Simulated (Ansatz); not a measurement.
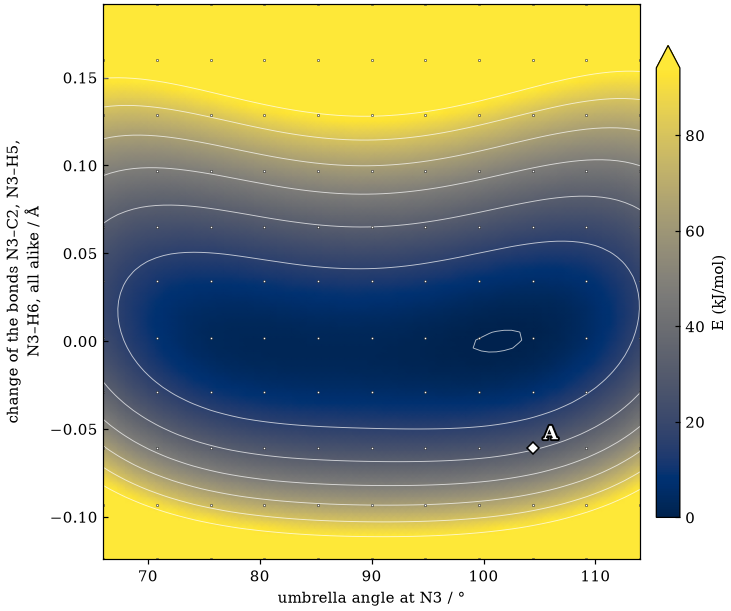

CH₃N₂, SMILES [N]=CN, spin multiplicity 2. 
- Coordinates scanned: (1) umbrella angle at N3 (between each of its bonds and their common axis; 90 is planar); (2) change of the bonds N3–C2, N3–H5, N3–H6, all alike.
- Nothing is relaxed (all other coordinates rigid).
- Grid: 11 × 11 points.
- Points are written as (first, second).
- All energies are given in kJ/mol relative to the lowest grid point.
- Computed with UKS CAM-B3LYP-D4/def2-TZVP in Ansatz.

The picture shows a smooth colour map with a few white contour lines, dots at the grid points, one colour for all values above the top of the scale, the point A. Between grid points the surface is interpolated.

Is A at rest? If not, where is it pushed?

Answer. A, at (104.4°, −0.061 Å), is not a stationary point. The computed force is 1.5 kJ/mol for each degree towards smaller values of the first coordinate and 1000 kJ/mol for each Å towards larger values of the second coordinate.
